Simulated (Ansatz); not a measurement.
**Molecular dynamics, with input and output: C$_{2}$H$_{10}$OSi (part 3 of 3)**

C$_{2}$H$_{10}$OSi; UKS PBE-D4/STO-3G (Ansatz 0.2.0). It belongs to a series of runs on one base structure; here: dynamics from the start.

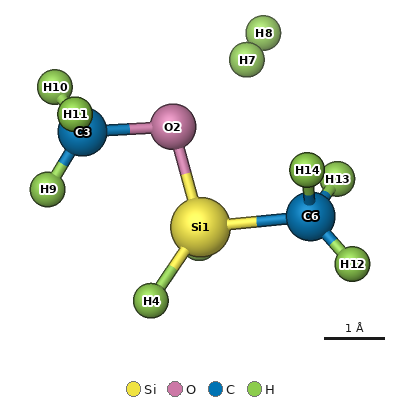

**Figure 1.** The geometry at step 96 of the log (ball-and-stick view, seen at a tilt; atoms are numbered from 1 in the order of the input).

Trajectory as extended XYZ, continued
```
14
Properties=species:S:1:pos:R:3:forces:R:3 step=43 time_fs=21.5 energy=-12003.68472 temperature=1056.8
Si    0.1068    0.2580    0.9143   -2.5515  -2.5369   1.2556
O     0.6462   -0.4073   -0.6390   -0.1054  -0.5642   0.4676
C     0.6295   -1.8405   -1.0755    1.9570   1.6285   1.0257
H    -0.6468   -1.0747    1.2605    0.8518   1.8644   0.1770
H     0.8138    0.7550    2.1467    0.0928  -0.6238  -0.9808
C    -1.2375    1.5447    0.6004    2.7983   2.1366   5.4077
H     1.5046    0.5747   -0.5462    1.0708   1.1892   0.0557
H     1.6713    1.2453   -0.0453    0.4956   0.3559  -0.5041
H     0.4225   -2.6876   -0.3841    0.0616   0.4080   0.4091
H     1.6495   -1.8897   -1.5202   -0.0139  -0.9656   0.0037
H    -0.0610   -1.8290   -1.8707   -1.8825  -0.7290  -2.0532
H    -1.9134    1.4659    1.5028    0.2624   0.1321  -0.9779
H    -0.8553    2.6216    0.6076   -0.2373  -1.4053  -0.0019
H    -1.7595    1.4300   -0.2461   -2.7996  -0.8899  -4.2842
14
Properties=species:S:1:pos:R:3:forces:R:3 step=54 time_fs=27.0 energy=-12004.11448 temperature=1336.0
Si    0.0646    0.2263    0.9283   -0.0949  -2.1347  -1.8351
O     0.6305   -0.4220   -0.6968   -0.3681   4.5971   3.5383
C     0.6469   -1.7680   -1.0124   -0.9178  -2.7775  -3.5424
H    -0.7479   -0.8802    1.4031    0.0619  -0.2082   0.3381
H     0.9970    0.6137    1.9881    0.2060  -0.0765  -0.3002
C    -1.1827    1.5416    0.6011   -2.4927  -1.3804  -2.9272
H     1.6715    0.7614   -0.5006    2.0459   3.2268   0.6675
H     2.0671    1.5352   -0.2184   -1.4535  -3.0855  -1.2479
H     0.4843   -2.6590   -0.3441   -0.1321   0.7587   0.7058
H     1.6603   -1.9136   -1.4781   -0.2193  -0.6762  -0.2250
H    -0.1726   -1.8858   -1.8861    1.6075  -0.4002   1.4602
H    -1.7603    1.4096    1.5057   -1.3661   0.1952   0.5091
H    -0.9144    2.5670    0.5889    0.9984   1.6475  -0.2359
H    -1.8954    1.3514   -0.3864    2.1247   0.3139   3.0948
14
Properties=species:S:1:pos:R:3:forces:R:3 step=64 time_fs=32.0 energy=-12004.88822 temperature=1827.5
Si    0.0244    0.1775    0.9263    1.3312  -1.3225  -2.0135
O     0.6106   -0.3755   -0.7016   -0.1864   2.8268   1.4807
C     0.6559   -1.7470   -1.0069    1.4719  -2.3612   1.7695
H    -0.8325   -0.7277    1.6452    0.0275  -0.8586   0.1606
H     1.2079    0.4594    1.7421   -0.1919   0.2160   0.0302
C    -1.1618    1.5384    0.5849    2.1218   2.9692   5.5440
H     2.0479    1.1453   -0.5344   -2.1408  -3.3865  -0.7462
H     2.4025    1.7022   -0.4339    2.1945   3.3575   0.5729
H     0.5182   -2.4630   -0.1491   -0.0064   0.1964   0.0010
H     1.6185   -2.0968   -1.4772    0.2234   0.6543   0.2037
H    -0.0669   -2.0557   -1.7240   -2.0019  -0.3621  -1.6369
H    -1.8291    1.4316    1.4953    0.5032   0.7630  -0.6844
H    -0.8196    2.6282    0.5266   -0.3390  -1.6425  -0.1406
H    -1.7762    1.2850   -0.1585   -3.0072  -1.0497  -4.5410
14
Properties=species:S:1:pos:R:3:forces:R:3 step=75 time_fs=37.5 energy=-12004.50209 temperature=1578.4
Si   -0.0079    0.1114    0.9083    0.3887  -0.8954   1.5328
O     0.5859   -0.2802   -0.6842   -0.1400  -1.6990  -1.8474
C     0.6744   -1.7775   -0.9824   -2.2557   0.2210   0.8355
H    -0.8877   -0.7664    1.8970    1.4857   0.6298  -1.6780
H     1.3595    0.3419    1.4875   -1.0622   0.2460   0.4984
C    -1.1416    1.5604    0.6170   -2.5218  -2.5196  -2.9770
H     2.4207    1.4581   -0.6571   -2.6793  -3.4226  -0.1283
H     2.8275    1.9801   -0.6412    2.6418   3.3800   0.0971
H     0.5542   -2.2286    0.0378    0.1956  -0.9629  -0.6973
H     1.6266   -2.1386   -1.4365    0.2940   0.6802   0.0873
H    -0.1774   -2.2347   -1.6916    1.3477   1.3259   1.4096
H    -1.8698    1.6306    1.4131   -0.3661   0.3422   0.8681
H    -0.7175    2.5170    0.4040    0.5696   1.2084  -0.4224
H    -1.8360    1.1817   -0.3302    2.1020   1.4659   2.4216
14
Properties=species:S:1:pos:R:3:forces:R:3 step=86 time_fs=43.0 energy=-12004.32027 temperature=1465.5
Si   -0.0343    0.0403    0.8999    1.2461   3.7556  -1.2349
O     0.5580   -0.2112   -0.6959   -0.4689  -3.6855  -2.2084
C     0.6641   -1.7981   -0.9299    2.6044   3.9851   3.1779
H    -0.6413   -0.7555    1.8137   -1.5106  -2.5288   1.5378
H     1.2821    0.3049    1.3941    0.4404   0.5784   1.3630
C    -1.1551    1.5619    0.6213    2.2090   1.9926   1.9819
H     2.7267    1.7101   -0.7776    2.1774   2.2237  -0.3356
H     3.3036    2.2986   -0.8652   -2.2176  -2.2597   0.3387
H     0.6428   -2.2328    0.0984    0.1295  -0.6168  -0.4370
H     1.6842   -1.9921   -1.3671   -0.7965  -0.0464  -0.1791
H    -0.1493   -2.1715   -1.4784   -1.9360  -0.9448  -1.8126
H    -1.8826    1.9100    1.4167    0.8039  -0.6736  -0.7672
H    -0.5694    2.4667    0.2523   -0.2588  -0.8808   1.0398
H    -1.6355    1.3166   -0.2607   -2.4223  -0.8990  -2.4643
14
Properties=species:S:1:pos:R:3:forces:R:3 step=96 time_fs=48.0 energy=-12004.39107 temperature=1514.8
Si   -0.0506   -0.0001    0.8911    0.0048   1.1266   2.6236
O     0.5261   -0.2034   -0.7378   -0.4278  -3.1766   0.4245
C     0.6721   -1.7501   -0.8411   -1.6200   0.6991  -1.2001
H    -0.6043   -1.1229    1.8554    0.3941   1.2594  -1.8410
H     1.2284    0.3892    1.5903   -0.9061  -0.0818  -0.1445
C    -1.1433    1.5799    0.6291   -0.7272  -2.1231  -3.8314
H     3.0338    1.9924   -0.8774    3.1595   2.5374  -0.9609
H     3.6974    2.5259   -1.0785   -3.1826  -2.5562   0.9667
H     0.7414   -2.3920    0.0957   -0.1419   0.8357  -0.3390
H     1.6367   -1.8743   -1.3703   -0.0339  -0.4823  -0.5336
H    -0.2559   -2.1750   -1.4708    2.1159   0.7261   1.0826
H    -1.7908    2.0569    1.3531   -0.4838  -0.1964   0.8423
H    -0.4307    2.3204    0.2835    0.5630   0.7971  -0.0770
H    -1.7700    1.3504   -0.3949    1.2860   0.6349   2.9876
14
Properties=species:S:1:pos:R:3:forces:R:3 step=107 time_fs=53.5 energy=-12004.83772 temperature=1788.1
Si   -0.0681   -0.0300    0.9010   -0.6861   2.0686  -0.0399
O     0.4834   -0.2439   -0.7755   -0.3615   0.6075   2.9056
C     0.6708   -1.6755   -0.7663    3.1461  -1.3790  -2.7010
H    -0.5259   -1.2908    1.5282   -0.3721   0.5318  -0.3038
H     0.9860    0.4690    1.7964    0.1368  -0.2622  -0.2348
C    -1.1227    1.5749    0.5935    1.5864   0.0595   2.4330
H     3.4528    2.3566   -1.0204    0.1811   0.1080  -0.0833
H     4.0443    2.7179   -1.2787   -0.1883  -0.1135   0.0847
H     0.8336   -2.3985    0.0638    0.0680   0.8517   0.8204
H     1.5372   -1.8546   -1.4701    0.1578  -0.0965   0.5677
H    -0.0937   -2.1065   -1.3470   -2.6013  -1.3721  -1.1861
H    -1.7013    2.0939    1.4020    0.7311  -0.7585   0.1456
H    -0.2659    2.2563    0.3399   -1.0466  -0.0538  -0.4460
H    -1.8432    1.4700   -0.1745   -0.7515  -0.1915  -1.9622
14
Properties=species:S:1:pos:R:3:forces:R:3 step=118 time_fs=59.0 energy=-12004.34708 temperature=1490.4
Si   -0.0917   -0.0364    0.9107   -1.1212   1.8698  -1.9519
O     0.4351   -0.2763   -0.7655    0.2912   2.5715   2.0217
C     0.7066   -1.6453   -0.7651   -1.3648  -4.3603  -2.5987
H    -0.5754   -1.3823    1.1201   -0.8619   0.1564   1.1903
H     0.7746    0.4746    1.9596    0.6943  -0.5166   0.0921
C    -1.0873    1.5604    0.5882   -0.8420  -0.2099  -0.3706
H     3.8783    2.7008   -1.1833   -6.5290  -2.9451   3.5603
H     4.3822    2.9280   -1.4584    6.5260   2.9428  -3.5598
H     0.9296   -2.1801    0.2038    0.0680   0.1121  -0.5995
H     1.5165   -1.8776   -1.4794    0.7263  -0.0738  -0.1714
H    -0.2339   -2.2119   -1.2838    1.7236   0.6134   1.3910
H    -1.4866    1.9683    1.5389   -0.1775   0.0317  -0.2853
H    -0.2721    2.2511    0.2669   -0.5105  -0.0285  -0.0780
H    -1.9128    1.5513   -0.2210    1.3774  -0.1637   1.3598
14
Properties=species:S:1:pos:R:3:forces:R:3 step=129 time_fs=64.5 energy=-12004.69208 temperature=1694.4
Si   -0.1263   -0.0248    0.9021   -1.1138  -1.6760  -0.2216
O     0.3918   -0.2679   -0.7221    0.9808   0.4682  -0.9802
C     0.7358   -1.7006   -0.8177    2.6166   1.3758   1.9796
H    -0.8403   -1.4155    1.0408    0.3521   2.0561   0.8851
H     0.7287    0.3353    2.1044   -0.1632  -0.6903  -0.9851
C    -1.0516    1.5384    0.5978   -1.1094   0.5308  -0.8271
H     4.2189    3.0045   -1.3022   -0.6246  -0.1862   0.4033
H     4.8039    3.1778   -1.6821    0.6231   0.1849  -0.4031
H     1.0638   -1.9408    0.2192    0.5403  -1.2353  -0.4131
H     1.6190   -1.9080   -1.4877   -0.8624   0.0947  -0.1967
H    -0.1406   -2.2869   -0.9762   -1.4805  -1.4500  -1.0306
H    -1.3268    1.8582    1.6000   -0.8350   0.9214   0.1863
H    -0.3618    2.2697    0.1704    0.7016   0.3218   0.2990
H    -1.8887    1.5914   -0.1639    0.3743  -0.7159   1.3044
14
Properties=species:S:1:pos:R:3:forces:R:3 step=139 time_fs=69.5 energy=-12004.76880 temperature=1756.6
Si   -0.1669   -0.0247    0.8908   -0.0099  -0.0780   0.0414
O     0.3681   -0.2531   -0.6945    1.6509  -2.6188  -2.2113
C     0.7866   -1.7433   -0.8332   -1.4581   0.4758   2.5235
H    -1.0640   -1.0477    1.1931   -1.2721  -1.3598   0.5657
H     0.6902    0.0538    2.0449    0.8367   0.0582   0.1689
C    -1.0232    1.5339    0.6142   -1.2736   2.9475   0.7653
H     4.5064    3.2964   -1.3813    3.5557   0.4659  -2.6984
H     5.2091    3.3887   -1.9142   -3.5569  -0.4670   2.6985
H     1.2958   -1.9895    0.1379    0.0269  -0.4245  -0.2338
H     1.5813   -1.9200   -1.5833   -0.4961   0.2017  -0.8243
H    -0.1334   -2.5048   -0.8672    1.7541   1.6117  -0.5789
H    -1.3415    1.9312    1.6202    0.0878   0.0185  -0.8387
H    -0.3585    2.3160    0.1562   -0.4045  -0.5809   0.3321
H    -1.9442    1.4866   -0.0163    0.5592  -0.2503   0.2900
14
Properties=species:S:1:pos:R:3:forces:R:3 step=150 time_fs=75.0 energy=-12004.79114 temperature=1769.8
Si   -0.2163   -0.0314    0.8833   -1.4813  -1.8616   2.9331
O     0.3684   -0.2798   -0.6985    0.9923  -3.3758  -0.7519
C     0.8358   -1.7674   -0.8044    2.0328   2.4851  -1.2653
H    -1.4647   -0.8034    1.4531    1.7974   0.3255  -1.0926
H     0.8141   -0.2545    1.9532   -0.2864   0.3837  -0.7290
C    -1.0091    1.5853    0.6508   -2.9150  -0.7699  -0.3188
H     4.9225    3.6402   -1.5381    2.7439  -0.1852  -2.4392
H     5.5545    3.5977   -2.0998   -2.7444   0.1848   2.4393
H     1.5606   -2.1435   -0.0250   -0.2802   0.6513  -0.0773
H     1.3680   -1.8628   -1.8098   -0.1769   0.4540   0.9172
H     0.0824   -2.5172   -0.8929   -2.1309  -0.9636   0.2922
H    -1.3640    2.0556    1.5460   -0.0956   0.3885   1.4109
H    -0.3984    2.3041    0.1590    0.4123   1.0428  -1.4146
H    -2.0163    1.2799    0.1391    2.1320   1.2405   0.0960
```

The run was set up as follows.

Input file
```yaml
crystal:
  periodic: [false, false, false]
  atoms:
    - { symbol: Si, position_ang: [0.0903, 0.3536, 1.0047] }
    - { symbol: O, position_ang: [0.8242, -0.5756, -0.6838] }
    - { symbol: C, position_ang: [0.5988, -1.8554, -1.2103] }
    - { symbol: H, position_ang: [-0.5686, -0.897, 1.4305] }
    - { symbol: H, position_ang: [1.0001, 0.6606, 2.1055] }
    - { symbol: C, position_ang: [-1.3198, 1.5688, 0.6385] }
    - { symbol: H, position_ang: [1.3572, 0.5873, -0.7986] }
    - { symbol: H, position_ang: [1.2426, 1.2997, -0.1363] }
    - { symbol: H, position_ang: [0.1578, -2.492, -0.4413] }
    - { symbol: H, position_ang: [1.5481, -2.2942, -1.5305] }
    - { symbol: H, position_ang: [-0.0831, -1.8067, -2.0661] }
    - { symbol: H, position_ang: [-2.1373, 1.431, 1.3393] }
    - { symbol: H, position_ang: [-0.9939, 2.6002, 0.7104] }
    - { symbol: H, position_ang: [-1.7163, 1.4197, -0.3618] }
magnetization:
  spin_polarized: true
basis:
  gaussian: { orbitals: STO-3G }
hamiltonian:
  xc: pbe
  dispersion: d4
md:
  timestep: 0.5
  n_steps: 150
  ensemble: nve
  temperature: 1000.0
  initial_velocities: maxwell_boltzmann
  seed: 915639
```

Launched with:
```bash
ansatz run input.yaml --threads 1 --pin off --max-ram 2048MiB --backend cpu --events-out ev --progress --plain --runs-dir out
```

Results in brief

- outcome: finished
- mean temperature over the second half: 1634 K
- trajectory: 150 steps, 75 fs
- ensemble: nve
- temperature in the input: 1000.0 K
- time step: 0.5 fs
- potential energy (last step): −12004.7912 eV
- mean-field energy (last step): −12004.5848 eV
- largest force (length of the vector) (last step): 3.777 eV/Å
- hardware: 1 thread of AMD EPYC (Zen 5), 24 GiB of memory available, shared host
- wall time: 3.2 min
- peak memory: 0.13 GiB

Notes

So short a trajectory is not equilibrated.
